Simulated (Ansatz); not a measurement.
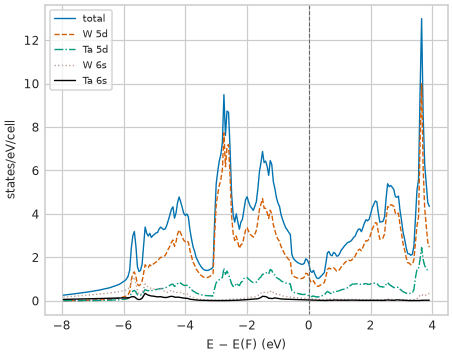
Fig. 1. Total and projected density of states of TaW3 in space group Fm-3m (No. 225; Ta on 4a, W on 8c, W on 4b), the program Ansatz at the LDA level (PAW)

Task: Which orbitals carry the states next to the Fermi level?

Result: Within 0.5 eV of the Fermi level: W 5d 63 %, Ta 5d 17 %, W 6s 6 %, outside the projected shells 10 %. Projections are on Löwdin-orthogonalised atomic valence shells; empty p or d shells of many metals are not among them.

Task: Where is the tallest occupied peak in this window, and what makes it?

Result: Near -2.8 eV, about 9.5 states/eV per cell; the largest projected share is W 5d.

The first step of the workflow began from a Materials Project structure, measured or hypothetical; the Crystallography Open Database copy checked does not list it. With Ta and W taken as one species the cell has the higher symmetry Im-3m, so it may be an ordered model of a mixed-site phase. Its standing as an ambient phase is unchecked. The cell was relaxed with LDA under the symmetry of its start; its stability against distortions is not shown here. The run is not spin-polarised. Spin–orbit coupling is left out wherever it is not named.

Potentials: the later of the program's two PAW sets.
